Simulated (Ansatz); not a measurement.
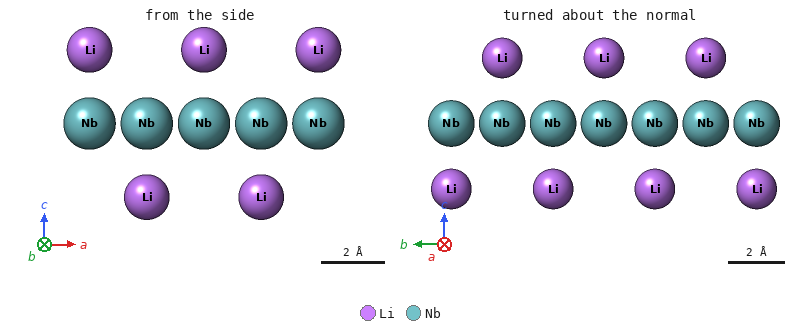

A spheres-only picture of a periodic slab, seen from the side and turned about the normal. The surface normal points up in side views; the vacuum is left out. 2×3 cells are drawn in the plane, with atoms at the edges repeated.

The cell holds 2 Li, 2 Nb.

Are the two faces alike, and what ends them?

The top face ends in Li, the bottom face in Li. The two faces are alike.

Give the thickness from the bottom atom to the top atom.

About 4.7 Å from the lowest to the highest atom.

What layers make up the slab, from top to bottom?

Three planes: Li / Nb / Li.

Starting structure: a structure type filled with these elements by a generator (whether the compound takes this form wasn't checked). The structure drawn was relaxed with DFT PBE, scalar-relativistic, plane waves, PAW (Ansatz).
